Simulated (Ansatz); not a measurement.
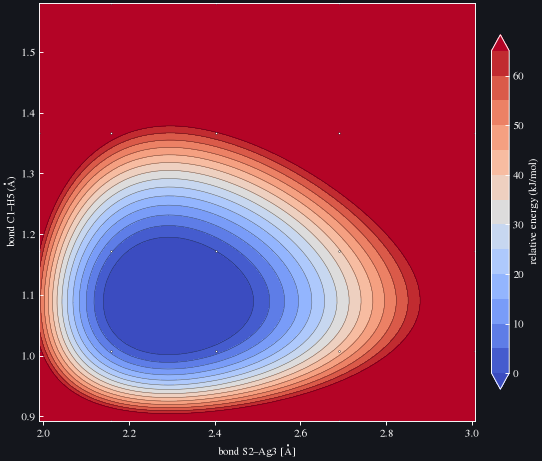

CH3AgS, SMILES C[S][Ag]. Two internal coordinates are moved rigidly from the geometry relaxed at PBE0-D4/def2-TZVP, all others fixed. The first coordinate is: bond S2–Ag3; the second: bond C1–H5. The scan uses a 5 × 5 grid. Points are written as (first, second). All energies are given in kJ/mol relative to the lowest grid point. Method: Ansatz, RKS r2SCAN-D4/def2-TZVPP.

The picture shows filled contours, dots at the grid points, one colour for all values above the top of the scale. Between grid points the surface is interpolated.

Q: Estimate the position of the minimum and the force constants in these coordinates.

A: The interpolated minimum is at bond S2–Ag3 ≈ 2.290 Å, bond C1–H5 ≈ 1.088 Å. The curvatures there are about 11 eV/Å² and 36 eV/Å², with a cross term of about 0 eV/Å². Round the minimum the two coordinates are nearly uncoupled. (1 eV is 96.5 kJ/mol.)
